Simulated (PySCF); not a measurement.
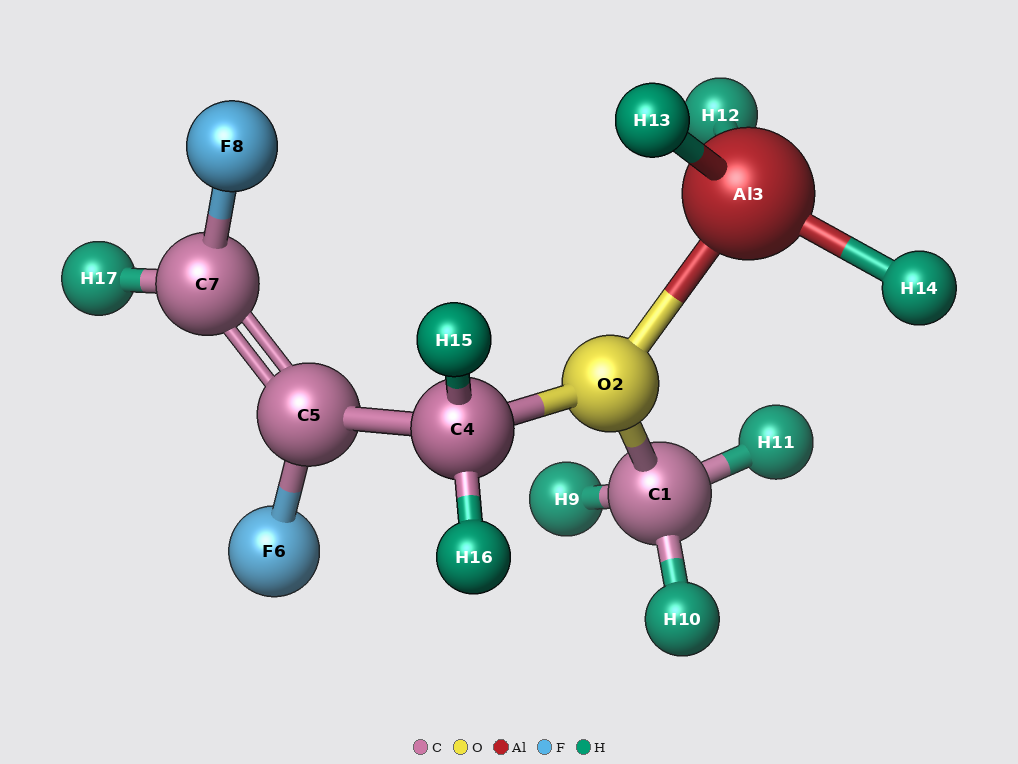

Computed geometry: GFN2-xTB optimisation. No frequency run is at hand to confirm it as a minimum. Electric field gradients from the ground-state density, PBE0/pcSseg-1 (PySCF 2.14.0), non-relativistic apart from any core potentials.

Give the largest field-gradient component, the quadrupole coupling constant and the asymmetry for 17O at O2 (Q = −25.6 mb), 27Al at Al3 (Q = 146.6 mb).

```json
{"atom": "O2", "V_zz (a.u.)": "−2.085", "e²qQ/h (MHz)": "12.54", "η": "0.70"}
{"atom": "Al3", "V_zz (a.u.)": "0.987", "e²qQ/h (MHz)": "34.0", "η": "0.05"}
```

The geometry is semi-empirical. Around Al such bond lengths and angles can be off by a tenth of an ångström or more and by several degrees, and values that hang on the shape move with them.
